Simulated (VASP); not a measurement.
Band structure of LiBr (rock salt). Computed with optB86b-vdW, VASP's PBE PAW potentials (set 64) (plane waves; VASP).

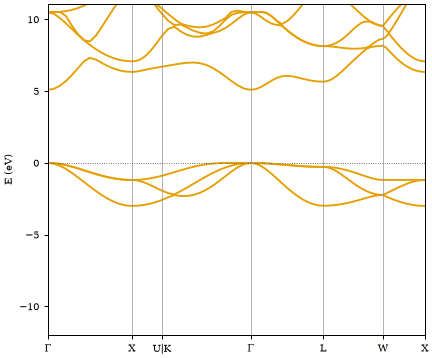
Figure: Bands along high-symmetry lines, zero at the valence-band maximum or, without a gap, the Fermi level

Problem. Read the plot: is there a gap, and where are the band edges?

Solution. The gap is indirect, 5.09 eV, from the valence maximum at K-Γ at 0.79 to the conduction minimum at Γ. (Edges off the drawn lines would not show.)

Measured: gap 7.60 eV (computed value off by -2.51 eV), as given by Abedi et al., (2022), arXiv:2211.14644.

The compound is LiBr in the rock salt structure. It was relaxed first.
